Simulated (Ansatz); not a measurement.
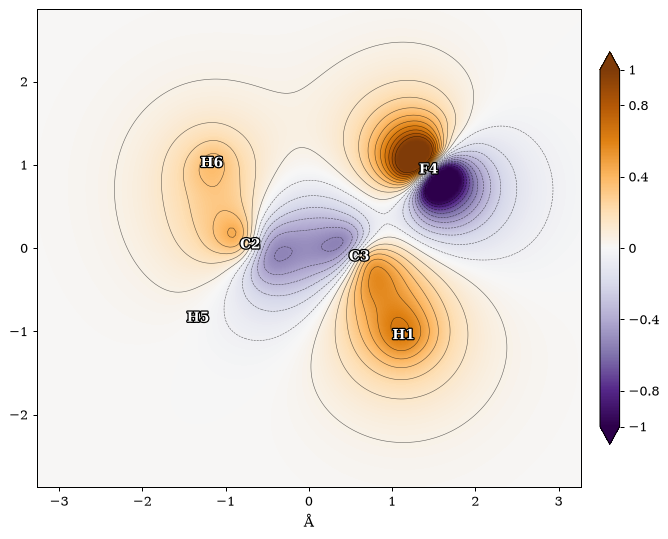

C2H3F. The HOMO−1 on the molecular plane (values in Å⁻³ᐟ²; the overall sign is arbitrary).

The product side of a reaction path; geometry: PBE0-D4/def2-TZVP.

Computed with Ansatz 0.2.0, RKS PBE0-D4/def2-TZVPP.

```xyz
6

H     0.0297   -1.3341   -0.7887
C     0.3935    0.3772    0.4415
C    -0.2934   -0.3795   -0.3885
F    -1.5034   -0.0330   -0.8372
H     1.3682    0.0476    0.7726
H     0.0054    1.3216    0.8003
```

Q: Where does this orbital lie, and at what energy?

A: Its weight (Hirshfeld) is mainly on F4 (about 45 %), C3 (about 20 %), H1 (about 15 %) and C2 (about 15 %); it is symmetric in the molecular plane (an in-plane orbital: σ, lone-pair or in-plane π type). Its energy is −10.68 eV.
